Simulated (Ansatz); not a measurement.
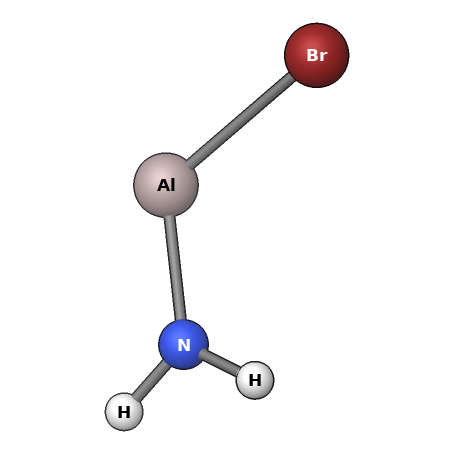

State: neutral, doublet. The computed structure is the end point of a PBE0-D4/def2-TZVP optimisation.

Identify the structure.

It has 5 atoms: 1 aluminium, 1 bromine, 2 hydrogen and 1 nitrogen (AlBrH2N). Its SMILES string is `[NH2][Al][Br]`. The point group is Cs. It is an open-shell species. All atoms lie on one plane. Coordination: 1 N trigonal planar; 1 Al bent.

The parts below concern this one geometry. Atoms keep their numbers from picture to picture.

**Shape**

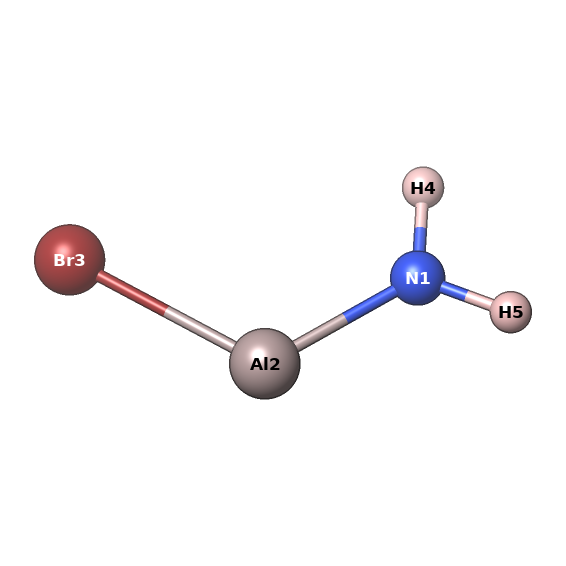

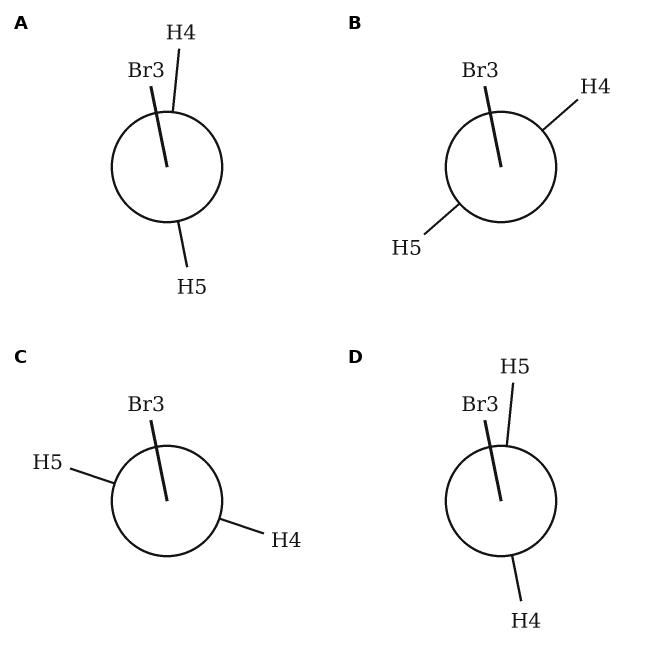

Distant atoms are faded towards the background colour. Bonds that would overlap in a projection are set slightly apart.

> Which Newman projection shows the view along Al2–N1, with Al2 in front?

A. The torsion angle Br3–Al2–N1–H4 is 0°, synperiplanar (eclipsed).

**Charges**

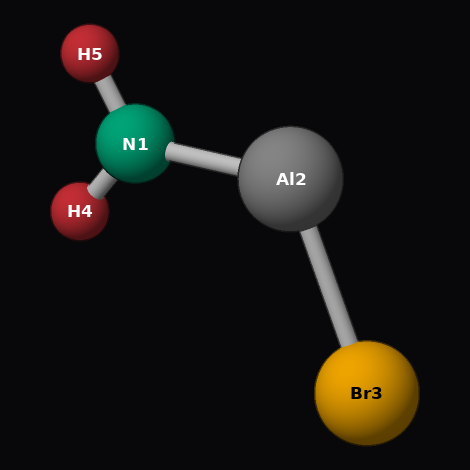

The questions are on Mulliken charges. Properties computed with UKS PBE0-D4/def2-TZVP (Ansatz 0.2.0).

> Which atom carries the highest charge (most positive or least negative)?

Al2 (0.40 e).

> And the lowest?

N1 (−0.62 e).

List the Mulliken charges.

```json
{"atom": "N1", "value (e)": "−0.62"}
{"atom": "Al2", "value (e)": "0.40"}
{"atom": "Br3", "value (e)": "−0.27"}
{"atom": "H4", "value (e)": "0.24"}
{"atom": "H5", "value (e)": "0.24"}
```

**Vibrations**

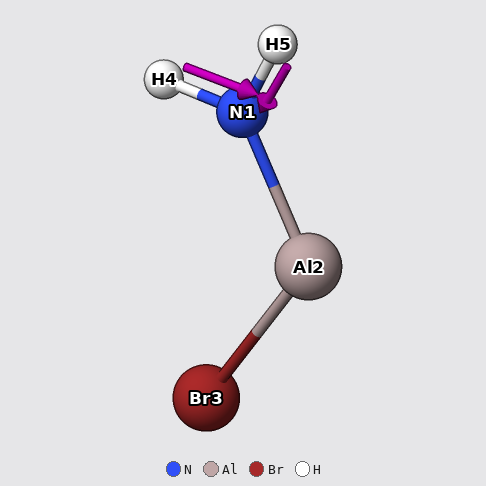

The arrows show one normal mode. Harmonic vibrations computed with UKS PBE0-D4/def2-TZVP (Ansatz 0.2.0) at a stationary point of the same level.

> Describe the motion.

Mostly in-phase stretching of 2 N–H bonds.

> At what wavenumber does it lie?

3592 cm⁻¹; it is mode 8 of 9 counted from the lowest.

**Electronic properties**

Method: UKS ωB97M-V/def2-TZVPP (Ansatz 0.2.0).

> Estimate the ⟨S²⟩ of the determinant.

0.751.

> What is the HOMO energy (Kohn–Sham orbital)?

−7.76 eV.

> What is the dipole moment?

2.44 D.

Mulliken values depend strongly on the basis set and can even reverse the polarity of a bond.
